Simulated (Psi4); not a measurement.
**BHSClF (SMILES FB(S)Cl) at M06-L/def2-SVPD**

What is the vertical singlet–triplet gap of BHSClF at M06-L/def2-SVPD? 

The results are computed with Psi4 1.11.

1 further run of the same task is left out (set aside as unsound or not needed).

### Step 1. Starting point

BHSClF: 5 atoms, total charge 0, spin state singlet. As SMILES, `FB(S)Cl`. The coordinates come from a PBE0-D4/def2-TZVP relaxation. This is one conformer, not always the lowest.

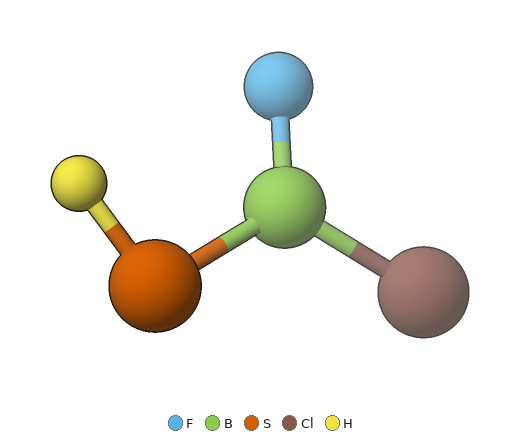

Viewed from a chosen angle; fluorine blue, boron green, sulfur orange, chlorine brown, hydrogen yellow.

### Step 2. The energy at M06-L/def2-SVPD

Input file bclfhs.py:

```python
import psi4

psi4.set_memory(1600000000)
psi4.set_num_threads(1)
psi4.core.set_output_file('run.log', False)

molecule = psi4.geometry("""
F
B 1 1.318573
S 2 1.793514 1 121.89591
Cl 2 1.749151 1 118.82143 3 179.9935
H 3 1.34427 2 95.05193 1 -0.03236
units angstrom
symmetry c1
no_reorient
no_com
""")

psi4.set_options({
    'basis': 'def2-SVPD',
    'reference': 'rks',
    'puream': True,
    'e_convergence': 1e-09,
    'd_convergence': 1e-08,
    'scf_type': 'pk',
    'dft_radial_points': 99,
    'dft_spherical_points': 590,
})

result, w = psi4.energy('M06-L', return_wfn=True)
print(f'M06-L energy: {result:.10f} Eh')
for k, v in sorted(psi4.core.scalar_variables().items()):
    print(f'{k:45s} {v:18.10f}')
```

The run is started by

```
$ python bclfhs.py
```

run.log:

```text
[...]
  Running in c1 symmetry.
[...]
  Nuclear repulsion =  184.437090667838334
[...]
  Multiplicity = 1
[...]
  Nalpha       = 24
  Nbeta        = 24
[...]
    Number of basis functions: 105
[...]
   @RKS iter   1:  -983.35590904763581   -7.95569e-02   4.64024e-03 ADIIS/DIIS
[...]
   @RKS iter  12:  -983.46143546894461   -4.09273e-12   5.77089e-09 DIIS
[...]
    Orbital Energies [Eh]
    ---------------------
    Doubly Occupied:
       1A   -101.164732     2A    -88.534872     3A    -24.542455
       4A     -9.431520     5A     -7.927817     6A     -7.142106
       7A     -7.135791     8A     -7.134267     9A     -6.782663
      10A     -5.841604    11A     -5.837198    12A     -5.833106
      13A     -1.209556    14A     -0.821047    15A     -0.731233
      16A     -0.537262    17A     -0.468427    18A     -0.455375
      19A     -0.449693    20A     -0.385491    21A     -0.336118
      22A     -0.333675    23A     -0.311888    24A     -0.274447
[...]
  @RKS Final Energy:  -983.46143546894461
   => Energetics <=
    Nuclear Repulsion Energy =            184.4370906678383335
    One-Electron Energy =               -1725.0049193930285583
    Two-Electron Energy =                 625.9793879072989284
    DFT Exchange-Correlation Energy =     -68.8729946510531619
    Empirical Dispersion Energy =           0.0000000000000000
    VV10 Nonlocal Energy =                  0.0000000000000000
    Total Energy =                       -983.4614354689446145
[...]
 Multipole Moments:
 ------------------------------------------------------------------------------------
     Multipole            Electronic (a.u.)      Nuclear  (a.u.)        Total (a.u.)
 ------------------------------------------------------------------------------------
 L = 1.  Multiply by 2.5417464519 to convert [e a0] to [Debye]
 Dipole X            :          0.0005288           -0.0007678           -0.0002390
 Dipole Y            :          3.1040350           -3.5798237           -0.4757887
 Dipole Z            :         -1.1399678            1.0313046           -0.1086632
 Magnitude           :                                                    0.4880396
[...]
```

Standard output:

```text
M06-L energy: -983.4614354689 Eh
CURRENT ENERGY                                   -983.4614354689
CURRENT REFERENCE ENERGY                         -983.4614354689
DD SOLVATION ENERGY                                 0.0000000000
DFT FUNCTIONAL TOTAL ENERGY                      -983.4614354689
DFT TOTAL ENERGY                                 -983.4614354689
DFT VV10 ENERGY                                     0.0000000000
DFT XC ENERGY                                     -68.8729946511
GRID ELECTRONS ALPHA                               23.9999999755
GRID ELECTRONS BETA                                23.9999999755
GRID ELECTRONS TOTAL                               47.9999999510
NUCLEAR REPULSION ENERGY                          184.4370906678
ONE-ELECTRON ENERGY                             -1725.0049193930
PCM POLARIZATION ENERGY                             0.0000000000
PE ENERGY                                           0.0000000000
SCF ITERATION ENERGY                             -983.4614354689
SCF ITERATIONS                                     12.0000000000
SCF TOTAL ENERGY                                 -983.4614354689
TWO-ELECTRON ENERGY                               625.9793879073
XC GRID RADIAL POINTS                              99.0000000000
XC GRID SPHERICAL POINTS                          590.0000000000
XC GRID TOTAL POINTS                           281494.0000000000
```

Wall time 20 s (1 thread of Intel Xeon 6975P-C (Granite Rapids), shared host); peak memory 0.65 GiB.

### Step 3. The triplet at the same level

Input file calc.py:

```python
import psi4

psi4.set_memory('1600 MB')
psi4.set_num_threads(1)
psi4.set_output_file('bclfhs.out', False)

mol = psi4.geometry("""
0 3
F
B 1 1.318573
S 2 1.793514 1 121.89591
Cl 2 1.749151 1 118.82143 3 179.9935
H 3 1.34427 2 95.05193 1 -0.03236
symmetry c1
no_reorient
no_com
""")

options = {'basis': 'def2-SVPD', 'reference': 'uks', 'puream': True, 'e_convergence': 1e-09, 'd_convergence': 1e-08, 'scf_type': 'pk', 'dft_radial_points': 99, 'dft_spherical_points': 590, 'maxiter': 200}
psi4.set_options(options)

E, wfn = psi4.energy("m06-l", return_wfn=True)
psi4.oeprop(wfn, "QUADRUPOLE", "LOWDIN_CHARGES", "WIBERG_LOWDIN_INDICES")
print(f'm06-l energy: {E:.10f} Eh')
for k, v in sorted(psi4.core.scalar_variables().items()):
    print(f'{k:45s} {v:18.10f}')
```

The run is started by

```
$ python calc.py
```

bclfhs.out:

```text
[...]
  Running in c1 symmetry.
[...]
  Nuclear repulsion =  184.437090667838334
[...]
  Multiplicity = 3
[...]
  Nalpha       = 25
  Nbeta        = 23
[...]
    Number of basis functions: 105
[...]
   @UKS iter   1:  -983.08785256489909    1.88500e-01   5.37157e-03 ADIIS/DIIS
[...]
   @UKS iter  15:  -983.24548022237514   -5.11591e-12   4.98278e-09 DIIS
[...]
   @S^2 Observed:                2.008153226E+00
[...]
    Orbital Energies [Eh]
    ---------------------
    Alpha Occupied:
       1A   -101.154914     2A    -88.627039     3A    -24.484580
       4A     -9.419682     5A     -8.012962     6A     -7.129066
       7A     -7.127131     8A     -7.122509     9A     -6.687796
      10A     -5.930231    11A     -5.924832    12A     -5.918772
      13A     -1.155830    14A     -0.813851    15A     -0.788510
      16A     -0.507474    17A     -0.478277    18A     -0.430620
      19A     -0.416081    20A     -0.403995    21A     -0.357931
      22A     -0.337489    23A     -0.317610    24A     -0.301017
      25A     -0.066537
    Alpha Virtual:
[...]
  @UKS Final Energy:  -983.24548022237514
   => Energetics <=
    Nuclear Repulsion Energy =            184.4370906678383335
    One-Electron Energy =               -1724.6363469563873423
    Two-Electron Energy =                 625.8197272396002973
    DFT Exchange-Correlation Energy =     -68.8659511734265664
    Empirical Dispersion Energy =           0.0000000000000000
    VV10 Nonlocal Energy =                  0.0000000000000000
    Total Energy =                       -983.2454802223751358
[...]
 Multipole Moments:
 ------------------------------------------------------------------------------------
     Multipole            Electronic (a.u.)      Nuclear  (a.u.)        Total (a.u.)
 ------------------------------------------------------------------------------------
 L = 1.  Multiply by 2.5417464519 to convert [e a0] to [Debye]
 Dipole X            :          0.0006977           -0.0007678           -0.0000701
 Dipole Y            :          2.2057208           -3.5798237           -1.3741030
 Dipole Z            :         -0.6117607            1.0313046            0.4195438
 Magnitude           :                                                    1.4367240
 L = 2.  Multiply by 1.3450342976 to convert [e a0^2] to [Debye ang]
 Quadrupole XX       :        -27.0233799            0.0000035          -27.0233763
 Quadrupole XY       :         -0.0209152            0.0226313            0.0017161
[...]
```

The script printed:

```text
m06-l energy: -983.2454802224 Eh
CURRENT ENERGY                                   -983.2454802224
CURRENT REFERENCE ENERGY                         -983.2454802224
DD SOLVATION ENERGY                                 0.0000000000
DFT FUNCTIONAL TOTAL ENERGY                      -983.2454802224
DFT TOTAL ENERGY                                 -983.2454802224
DFT VV10 ENERGY                                     0.0000000000
DFT XC ENERGY                                     -68.8659511734
GRID ELECTRONS ALPHA                               24.9999999804
GRID ELECTRONS BETA                                22.9999999782
GRID ELECTRONS TOTAL                               47.9999999586
NUCLEAR REPULSION ENERGY                          184.4370906678
ONE-ELECTRON ENERGY                             -1724.6363469564
PCM POLARIZATION ENERGY                             0.0000000000
PE ENERGY                                           0.0000000000
SCF ITERATION ENERGY                             -983.2454802224
SCF ITERATIONS                                     15.0000000000
SCF TOTAL ENERGY                                 -983.2454802224
TWO-ELECTRON ENERGY                               625.8197272396
XC GRID RADIAL POINTS                              99.0000000000
XC GRID SPHERICAL POINTS                          590.0000000000
XC GRID TOTAL POINTS                           281494.0000000000
```

Run time: 35 s. Hardware: 1 thread of Intel Xeon 6975P-C (Granite Rapids), shared host; peak memory 0.66 GiB.

### Step 4. What came out

At M06-L/def2-SVPD:

| quantity | value |
| --- | --- |
| singlet: total energy | -983.46144 Eh |
| singlet: dipole moment | 1.24 D |
| singlet: HOMO energy | -7.47 eV |
| singlet: LUMO energy | -1.38 eV |
| singlet: HOMO–LUMO gap | 6.09 eV |
| triplet: total energy | -983.24548 Eh |
| triplet: dipole moment | 3.65 D |
| triplet: HOMO energy (highest over α and β) | -1.81 eV |
| triplet: ⟨S²⟩ | 2.008 |
| vertical energy of the triplet above the singlet | 5.876 eV |

What this shows: At this shape the triplet lies 5.88 eV (136 kcal/mol) above the singlet.
